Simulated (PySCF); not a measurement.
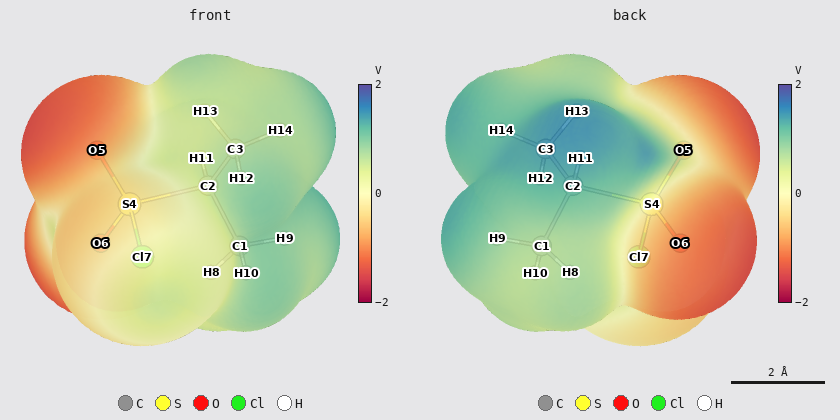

Figure 1: C3H7ClO2S (SMILES CC(C)S(=O)(=O)Cl). The molecular electrostatic potential painted on the density surface at 0.002 e/bohr³, seen from the front and from behind; red is negative and blue positive.

Geometry: GFN2-xTB.

Computed with PBE0/pcSseg-1, SCF density, gas phase, non-relativistic in PySCF.

The calculation's input:

```
{"job": {"kind": "nmr", "xc": "PBE0", "basis": "pcSseg-1"}, "charge": 0, "multiplicity": 1}
C     -0.294197     1.463084     0.137152
C     -0.319246     0.073039    -0.443418
C     -1.104954    -0.954292     0.328954
S      1.404851    -0.511720    -0.468298
O      1.476952    -1.871224    -0.898734
O      2.261035     0.444748    -1.093527
Cl     1.894468    -0.511438     1.510175
H      0.451526     2.061700    -0.381443
H     -1.265451     1.942885     0.031677
H     -0.038384     1.427507     1.193981
H     -0.576296     0.076013    -1.502837
H     -0.812023    -0.941506     1.376581
H     -0.906085    -1.944101    -0.075523
H     -2.172874    -0.755168     0.263094
```

Command:

```sh
OMP_NUM_THREADS=1 python probes_run.py task.json out
```

Q: Which sites attract a positive test charge, and which a negative one?

A: A positive charge is drawn to the negative regions and a negative charge to the positive ones. The most negative region (about −1.4 V, or −32 kcal/mol for a unit charge) lies over O5 and O6, the most positive (about +1.5 V, or +35 kcal/mol for a unit charge) over H11. Cl7 shows a σ-hole: about +0.5 V, or +12 kcal/mol for a unit charge at the tip opposite its bond, against about +0.1 V on its flanks.

Q: How polar is the molecule by this calculation?

A: Its dipole moment is 4.54 D.
